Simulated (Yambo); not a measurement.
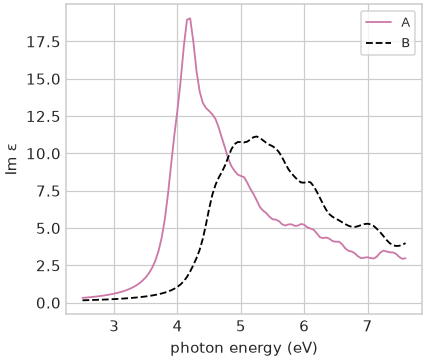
Figure: Two computed absorption spectra of TiO2 (space group P1, No. 1, within 0.06 Å of C2/m) (Yambo, PBEsol bands with the same scissor, field along x)

Axes are Cartesian, with cell vectors (Å) (2.97, 0.00, 0.00), (0.00, 4.71, 0.00), (1.48, 0.24, 7.08).

**Question.** Which curve includes the electron-hole attraction (BSE)?

**Answer.** Curve A: the attraction moves weight to lower energy (centre of the plotted range 5.0 eV against 5.7 eV). Settings: 6×4×4 mesh, 15 valence and 10 conduction bands, static screening with 72 bands and a 3 Ry block, scissor 1.55 eV, Tamm-Dancoff. The scissor comes from a G0W0 run whose convergence isn't established. Broadening 0.15 eV. The band window holds all transitions up to 7.6 eV. On this mesh the peak heights and the fine structure are mesh artefacts; only the shift of weight is robust.

Geometry of the Materials Project entry, not relaxed at this level; primitive cell a = 2.9683 Å, b = 4.7076 Å, c = 7.2412 Å, α = 88.08°, β = 78.18°, γ = 90.00°.

This is not the ordinary phase of the substance; no match was found in the copy of COD used, and its stability was not checked.
